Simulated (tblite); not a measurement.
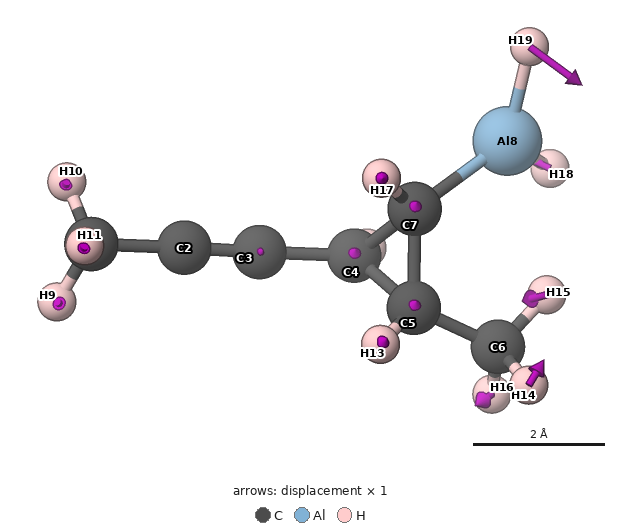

A relaxation of C$_{7}$H$_{11}$Al. The starting structure is drawn; purple arrows show the displacements, at their true length. The two geometries are superimposed by the best rigid fit.

A ball-and-stick model, seen at a tilt.

Theory: tblite 0.8.0, GFN2-xTB geometry optimisation, gas phase. 

What happened in the run?

The energy falls by 0.401 eV in 118 geometry steps. An H atom moves most after the best rigid fit: 1.01 Å. By element the largest moves are H 1.01 Å, C 0.21 Å, Al 0.02 Å. Near-neighbour distances that change, for instance: C–C 1.492 → 1.426 Å, Al–H 1.594 → 1.547 Å, C–H 1.127 → 1.090 Å, C–C 1.477 → 1.447 Å. Bond angles that change, for instance: Al–C–H 117.4° → 127.8°, C–Al–H 117.3° → 125.2°, C–C–H 121.5° → 115.7°. Groups turn about Al–C by about 35°, C–C by about 25°. The run took 0.98 s on 1 thread of Arm Neoverse V1, on a shared host.
